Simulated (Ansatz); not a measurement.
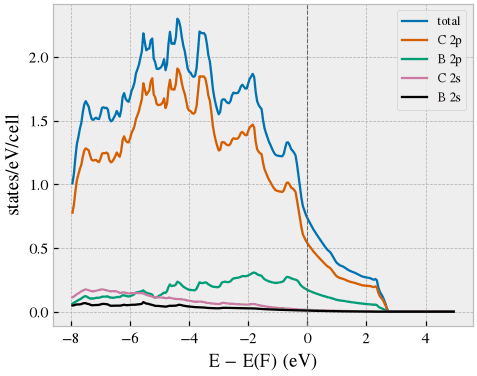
Fig. 1. Total and projected density of states of BC$_{5}$ in space group P3m1 (No. 156; Pearson symbol hP6), DFT-r²SCAN in the program Ansatz with PAW potentials

Task: Which orbitals carry the states next to the Fermi level?

Result: Within 0.5 eV of the Fermi level: C 2p 74 %, B 2p 22 %. Projections are on Löwdin-orthogonalised atomic valence shells; empty p or d shells of many metals are not among them.

Task: Where is the tallest occupied peak in this window, and what makes it?

Result: Near -4.4 eV, about 2.3 states/eV per cell; the largest projected share is C 2p.

The start of the workflow was typed in or built on a structure type; the Crystallography Open Database copy checked does not list it. Its standing as an ambient phase is unchecked. The cell was relaxed with r²SCAN under the symmetry of its start; whether a distortion lowers the energy is not shown. Its formation energy is positive at this level, so the cell may be metastable or incomplete.

Potentials: the earlier of the program's two PAW sets.
